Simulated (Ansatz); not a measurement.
Take GeSe (space group P6_3mc, No. 186; a = 4.710 Å, c = 5.685 Å; a hypothetical phase, not in the database extracts checked) as the base. Axes: x lies along a and z along c of the hexagonal cell.

Structures relaxed with plane-wave PAW DFT at the PBEsol level (Ansatz, a first-principles code, 420 eV), no spin-orbit coupling, earlier PAW set.

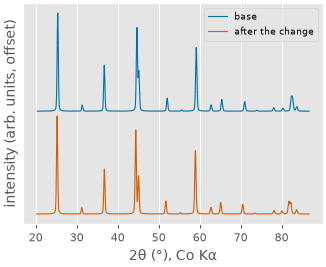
Figure: Simulated powder patterns before (top) and after one change

**Question.** Name the change that was made.
(A) biaxial strain +0.59 %, plane normal [001], relaxed out of plane
(B) isotropic strain +3.50 %
(C) biaxial strain +2.46 %, plane normal [001], relaxed out of plane
(D) uniaxial strain ε_zz = −1.63 %

**Answer.** A, biaxial strain +0.59 %, plane normal [001], relaxed out of plane. Its volume per atom is 27.61 Å³ against 27.31 Å³, and its space group is P6_3mc (No. 186).

Whether these cells are dynamically stable was not tested.
